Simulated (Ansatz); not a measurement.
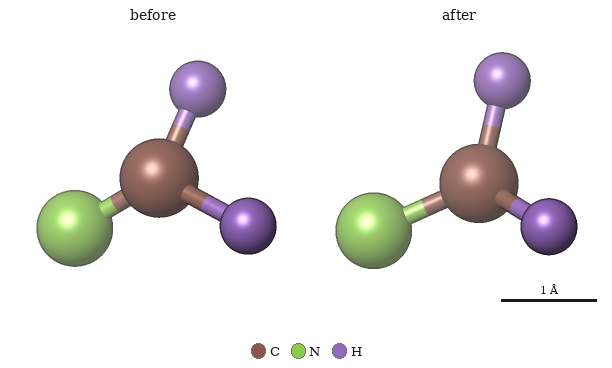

The structure of CH$_{2}$N (multiplicity 2) before (left) and after (right) a relaxation, at one scale.

Style: ball-and-stick. Shown at a tilt.

Computed with Ansatz, UKS revPBE0-d4/ANO-RCC-VTZP.

The input:
```yaml
crystal:
  periodic: [false, false, false]
  atoms:
    - {symbol: C, position_ang: [-0.079093, -0.018129, 0.112123]}
    - {symbol: N, position_ang: [0.587700, 0.511824, 0.819941]}
    - {symbol: H, position_ang: [-1.007153, 0.499414, -0.592539]}
    - {symbol: H, position_ang: [-0.010601, -0.976486, -0.309492]}
basis:
  gaussian: {orbitals: ANO-RCC-VTZP, point_charges: [{charge: 0.50, position_ang: [5.725, 0.803, 0.447]}]}
magnetization: {spin_polarized: true, initial_magnetization: 1}
hamiltonian: {xc: {name: revPBE0}, dispersion: d4, pseudopotentials: {relativity: scalar}}
accuracy: high
relax: {f_tol: 0.0001, max_steps: 2}
output: {forces: true}
```

Command:
```bash
ansatz run in.yaml --threads 2 --pin off --events-out ev --progress --plain --max-ram 20480MiB --backend cpu
```

**Describe what moved and what it gained.**

The relaxation stopped without meeting its thresholds, so the last structure isn't shown to be converged. The input was poor on purpose: steps. After 1 geometry step the energy has fallen by 19.6 kcal/mol. The largest force component goes from 10 to 3.5 eV/Å. C1 moves most after the best rigid fit: 0.19 Å. Largest moves by element: C 0.19 Å, N 0.09 Å, H 0.09 Å. Near-neighbour distances that change, for instance: C1–N2 1.107 → 1.236 Å, C1–H4 1.049 → 1.112 Å, C1–H3 1.275 → 1.213 Å. Bond angles that change, for instance: N2–C1–H4 130.9° → 125.0°, H3–C1–H4 101.3° → 107.0°, N2–C1–H3 126.7° → 121.5°.
